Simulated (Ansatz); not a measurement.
# A small benchmark: atomisation enthalpy at 298 K

8 molecules holding Si, Ge, B, Al, Ga, P or As; the atomisation enthalpy at 298 K in kJ/mol, computed less measured. Shapes, held fixed at every level: PBE0-D4/def2-TZVP. Thermal terms are harmonic and unscaled (PBE0-D4/def2-TZVP); the spin-orbit lowering of the free atoms is taken from their spectra. Programs: Ansatz 0.2.0. Measured values: CRC Handbook of Chemistry and Physics, NIST-JANAF tables.

Levels: A = r2SCAN-D4/def2-TZVPP; B = B3LYP-D4/def2-TZVPP; C = wB97X-V/def2-TZVPP.

```json
{"molecule": "BOF (fluoro(oxo)borane)", "from tabulated heats": "1501", "A": "-11", "B": "-27", "C": "-35"}
{"molecule": "BBr3 (boron tribromide)", "from tabulated heats": "1110", "A": "+41", "B": "-19", "C": "-4"}
{"molecule": "BCl3 (boron trichloride)", "from tabulated heats": "1337", "A": "+38", "B": "-19", "C": "+7"}
{"molecule": "SiH2Cl2 (dichlorosilane (DCS))", "from tabulated heats": "1449", "A": "+2", "B": "-27", "C": "+7"}
{"molecule": "SiCl4 (silicon tetrachloride)", "from tabulated heats": "1598", "A": "+20", "B": "-51", "C": "+8"}
{"molecule": "GeH4 (germane)", "from tabulated heats": "1153", "A": "+18", "B": "+17", "C": "+31"}
{"molecule": "SiH3I (SMILES [SiH3]I)", "from tabulated heats": "1213", "A": "+3", "B": "-2", "C": "+14"}
{"molecule": "SiHI3 (triiodosilane)", "from tabulated heats": "1063", "A": "+13", "B": "-23", "C": "+2"}
```

(1) Which level does best on this set, which worst, and which err to one side?

Answers

(1) 
```
               level                    kind  mean error  mean absolute error  worst case
r2SCAN-D4/def2-TZVPP                meta-GGA       +15.5                 18.2        BBr3
 B3LYP-D4/def2-TZVPP           global hybrid       -18.9                 23.1       SiCl4
  wB97X-V/def2-TZVPP  range-separated hybrid        +3.8                 13.5         BOF
```

On this set wB97X-V/def2-TZVPP has the smallest mean absolute error and B3LYP-D4/def2-TZVPP the largest. r2SCAN-D4/def2-TZVPP is too high in 7 of 8; B3LYP-D4/def2-TZVPP is too low in 7 of 8; wB97X-V/def2-TZVPP is too high in 6 of 8. The heats of SiH2Cl2 come from older tables and can be uncertain by 10 kJ/mol or more. The molecules' own spin-orbit binding is left out, so errors for heavy halides read too negative. The tabulated values of BOF, BBr3, BCl3, SiH3I, SiHI3 are in doubt (older tables, estimates, or at odds with other calculations) and kept here. Over the 3 molecules whose values aren't doubted the mean absolute errors are A 13.3; B 31.7; C 15.3. For atoms past krypton def2 sets carry core potentials with scalar relativity. Relativity is left out for Br, Ge. The set is small.

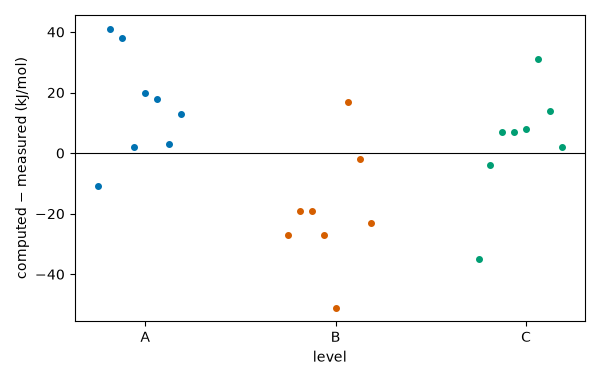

Errors of each level, one point a molecule.
